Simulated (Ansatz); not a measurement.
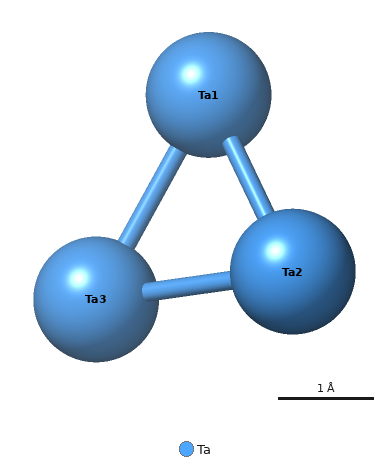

*The structure as given in the input (ball-and-stick view, seen at a tilt; atoms are numbered from 1 in the order of the input). Sticks mark near contacts.*

Bond lengths as drawn: Ta–Ta 2.45 to 2.51 Å.

## Run report: Ta3, geometry relaxation

The run: geometry relaxation of Ta3, multiplicity 4. Method and program: UKS PBE0-D4/def2-TZVP (Ansatz 0.2.0).

The geometry: PBE0-D4/def2-TZVP start. Figures and captions count atoms from 1; the log counts them from 0 in places.

## Output
```
Functional definition: PBE0
  name "PBE0"
  cite "Adamo & Barone, J. Chem. Phys. 110, 6158 (1999) doi:10.1063/1.478522"
  cite "Perdew, Burke & Ernzerhof, Phys. Rev. Lett. 77, 3865 (1996) doi:10.1103/PhysRevLett.77.3865"
  parent pbe
  parameter a = 0.25
  parameter kappa = 0.804
  parameter beta = 0.06672455060314922
  exchange = (1 - a)*pbe_x(kappa = kappa, mu = beta*pi^2/3) + a*exact_x
  correlation = pbe_c(beta = beta)
these checks for a lower state are left out or cut short: stability, starts, cluster_reference, orbital_swaps, neighbouring_geometries, increment
1226 factors; integrals over basis functions are off by at most 2.4e-4 eV
mean field evaluation 1: about -4634.3150 eV, gradient 4.9e1 eV
mean field evaluation 2: about -4542.1034 eV, gradient 1.3e2 eV
mean field evaluation 4: about -4644.7955 eV, gradient 1.5e1 eV
mean field evaluation 8: about -4646.1340 eV, gradient 6.6e-1 eV
mean field evaluation 16: about -4646.3062 eV, gradient 9.1e-2 eV
mean field evaluation 32: about -4646.3066 eV, gradient 7.3e-4 eV
mean field -4646.51688656 eV, -170.7563460588 hartree, gradient 3.2e-6 eV, S^2 4.495668; 0 other end points of the search recorded, 0 dependent functions left out
the calculation of the forces begins
reference -4646.51691122 eV, -170.7563469651 hartree; 21, 18 occupied and 99, 102 virtual orbitals, 1226 factors
relax step   1: F+E_penalty+E_count = -4646.63639356 eV  Δ(F+E_penalty+E_count) = +0.000e0 eV  max|allowed force component| = 5.122e-1 eV/Å  Δτ_max = 0.0000 Å  (111 SCF iters, accepted)
these checks for a lower state are left out or cut short: stability, starts, cluster_reference, orbital_swaps, neighbouring_geometries, increment
1226 factors; integrals over basis functions are off by at most 2.3e-4 eV
mean field evaluation 64: about -4646.5180 eV, gradient 4.0e-2 eV
mean field -4646.51806393 eV, -170.7563893263 hartree, gradient 2.4e-6 eV, S^2 4.415966; 0 other end points of the search recorded, 0 dependent functions left out
the calculation of the forces begins
reference -4646.51808860 eV, -170.7563902331 hartree; 21, 18 occupied and 99, 102 virtual orbitals, 1226 factors
relax step   2: F+E_penalty+E_count = -4646.63758133 eV  Δ(F+E_penalty+E_count) = -1.188e-3 eV  max|allowed force component| = 4.960e-1 eV/Å  Δτ_max = 0.0336 Å  (45 SCF iters, accepted)
these checks for a lower state are left out or cut short: stability, starts, cluster_reference, orbital_swaps, neighbouring_geometries, increment
1226 factors; integrals over basis functions are off by at most 2.4e-4 eV
mean field -4646.52386507 eV, -170.7566025142 hartree, gradient 2.4e-6 eV, S^2 4.453651; 0 other end points of the search recorded, 0 dependent functions left out
the calculation of the forces begins
reference -4646.52388973 eV, -170.7566034206 hartree; 21, 18 occupied and 99, 102 virtual orbitals, 1226 factors
relax step   3: F+E_penalty+E_count = -4646.64337683 eV  Δ(F+E_penalty+E_count) = -5.795e-3 eV  max|allowed force component| = 2.280e-2 eV/Å  Δτ_max = 0.0154 Å  (40 SCF iters, accepted)
these checks for a lower state are left out or cut short: stability, starts, cluster_reference, orbital_swaps, neighbouring_geometries, increment
1226 factors; integrals over basis functions are off by at most 2.4e-4 eV
mean field -4646.52388568 eV, -170.7566032716 hartree, gradient 2.5e-6 eV, S^2 4.455333; 0 other end points of the search recorded, 0 dependent functions left out
the calculation of the forces begins
reference -4646.52391034 eV, -170.7566041781 hartree; 21, 18 occupied and 99, 102 virtual orbitals, 1226 factors
relax step   4: F+E_penalty+E_count = -4646.64339733 eV  Δ(F+E_penalty+E_count) = -2.051e-5 eV  max|allowed force component| = 6.873e-3 eV/Å  Δτ_max = 0.0009 Å  (49 SCF iters, accepted)
```

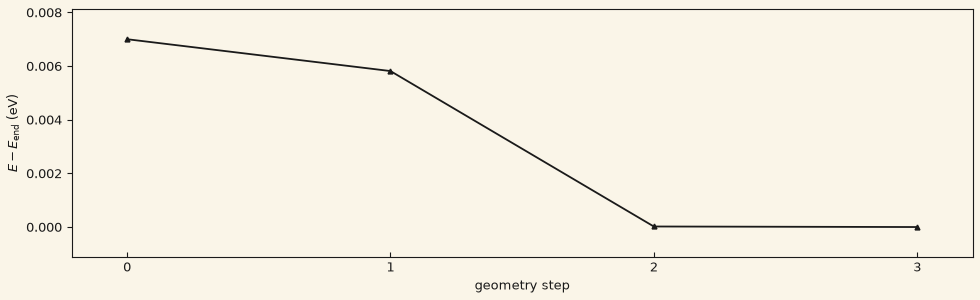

*Progress of the relaxation, step by step (the first geometry is step 0 here and step 1 in the log).*

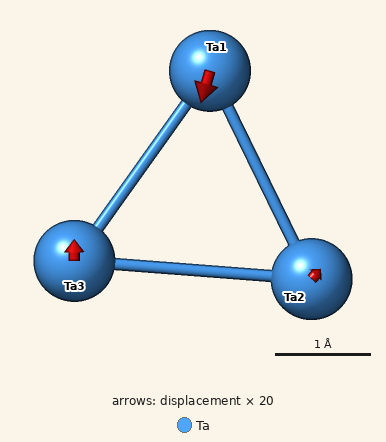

*The starting structure with the displacements as red arrows, magnified 20 times (ball-and-stick view, seen on its broad side). The two geometries are laid on each other by the best rigid fit.*

Ta1 moves most after the best rigid fit: 0.018 Å. Among the contacts that change: Ta1–Ta3 2.458 → 2.432 Å, Ta1–Ta2 2.446 → 2.431 Å, Ta2–Ta3 2.511 → 2.516 Å. After 3 geometry steps the energy has fallen by 0.007 eV. Largest force component: 0.51 eV/Å at the start, 0.0069 eV/Å at the end. (Atoms are counted from 1 in the order of the input.)

```
Total energy: -4646.64342200 eV, -170.7609961505 hartree
Atom 0 at    -0.208199     1.371072     0.004922 Å, force     0.004637    -0.000231    -0.000070 eV/Å
Atom 1 at    -1.139720    -0.873811     0.015932 Å, force     0.002236    -0.002999    -0.000037 eV/Å
Atom 2 at     1.347920    -0.497251    -0.020855 Å, force    -0.006873     0.003230     0.000107 eV/Å
Dipole moment:     0.010173    -0.065660    -0.000239 e Å
Checks for a lower state left out: stability, starts, cluster_reference, orbital_swaps, neighbouring_geometries, increment
```

## Trajectory as extended XYZ (Å, eV, eV/Å), 4 frames, from step=1 to step=4
```
3
Properties=species:S:1:pos:R:3:forces:R:3 step=1 energy=-4646.63639
Ta   -0.2143    1.3878    0.0050    0.1197  -0.5122  -0.0025
Ta   -1.1343   -0.8789    0.0158    0.0067   0.2320   0.0002
Ta    1.3486   -0.5089   -0.0209   -0.1264   0.2802   0.0023
3
Properties=species:S:1:pos:R:3:forces:R:3 step=2 energy=-4646.63758
Ta   -0.2053    1.3554    0.0049   -0.0773   0.4960   0.0018
Ta   -1.1443   -0.8669    0.0160    0.0022  -0.2517  -0.0004
Ta    1.3496   -0.4885   -0.0209    0.0751  -0.2442  -0.0014
3
Properties=species:S:1:pos:R:3:forces:R:3 step=3 energy=-4646.64338
Ta   -0.2084    1.3705    0.0049    0.0053   0.0228   0.0000
Ta   -1.1391   -0.8732    0.0159   -0.0174  -0.0209   0.0002
Ta    1.3476   -0.4973   -0.0209    0.0122  -0.0019  -0.0002
3
Properties=species:S:1:pos:R:3:forces:R:3 step=4 energy=-4646.64340
Ta   -0.2082    1.3711    0.0049    0.0046  -0.0002  -0.0001
Ta   -1.1397   -0.8738    0.0159    0.0022  -0.0030   0.0000
Ta    1.3479   -0.4973   -0.0209   -0.0069   0.0032   0.0001
```

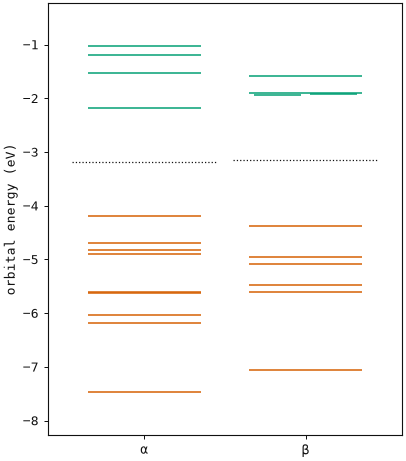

*Orbital energies near the frontier for α and β spins; the dotted line parts filled from empty levels, and levels within 0.02 eV of each other stand side by side.*

α: highest filled −4.20 eV, lowest empty −2.18 eV, 2.02 eV apart; β: highest filled −4.38 eV, lowest empty −1.93 eV, 2.45 eV apart.

This output came from the following input.

## The input
```yaml
crystal:
  periodic: [false, false, false]
  atoms:
    - {symbol: Ta, position_ang: [-0.214258, 1.387799, 0.005035]}
    - {symbol: Ta, position_ang: [-1.134340, -0.878914, 0.015845]}
    - {symbol: Ta, position_ang: [1.348599, -0.508875, -0.020880]}
basis:
  gaussian: {orbitals: def2-TZVP}
magnetization: {spin_polarized: true, initial_magnetization: 3}
hamiltonian: {xc: pbe0, dispersion: d4}
scf: {lower_state_search: "off"}
output: {orbitals: {seedname: orbitals}}
relax: {f_tol: 0.02, max_steps: 100}
```

Run as:
```bash
ansatz run in.yaml --threads 2 --pin off --events-out ev --progress --plain --max-ram 4352MiB
```

## Summary

- outcome: converged
- total energy: −4646.6434 eV
- mean-field energy: −4646.5239 eV
- dispersion energy: −0.1195 eV
- ⟨S²⟩: 4.455
- HOMO (either spin): −4.20 eV
- LUMO (either spin): −2.18 eV
- largest force (length of the vector) at the end: 0.008 eV/Å
- dipole moment: 0.32 D
- hardware: 2 threads of AMD EPYC, 54 GiB of memory available, shared host
- wall time: 26 s (CPU time 50 s)
- peak memory: 0.34 GiB

## Remarks

⟨S²⟩ is 4.46 against 3.75 for a pure state: the solution is spin-contaminated.
